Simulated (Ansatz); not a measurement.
**Molecular dynamics, with input and output: SiNH₃ClF (part 5 of 5)**

The same run, continued: SiNH₃ClF; RKS PBE-D4/def2-SVP (Ansatz 0.2.0). It belongs to a series of runs on one base structure; here: dynamics from the start.

Geometry of the input (Å):
```
Si 0.0613  0.0119  -0.0190
Cl 0.0263  -0.1613  2.0524
N  1.6327  -0.0426  -0.6938
H  2.3147  -0.7581  -0.4343
H  2.0826  0.8260  -0.9894
H  -0.5949  1.2835  -0.4342
F  -0.8110  -1.2653  -0.5385
```

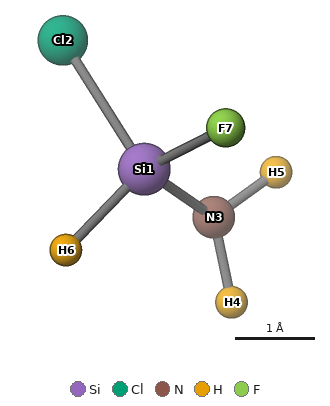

*The geometry at step 300 of the log (ball-and-stick view, seen at a tilt; atoms are numbered from 1 in the order of the input).*

**Remarks**

So short a trajectory is not equilibrated.
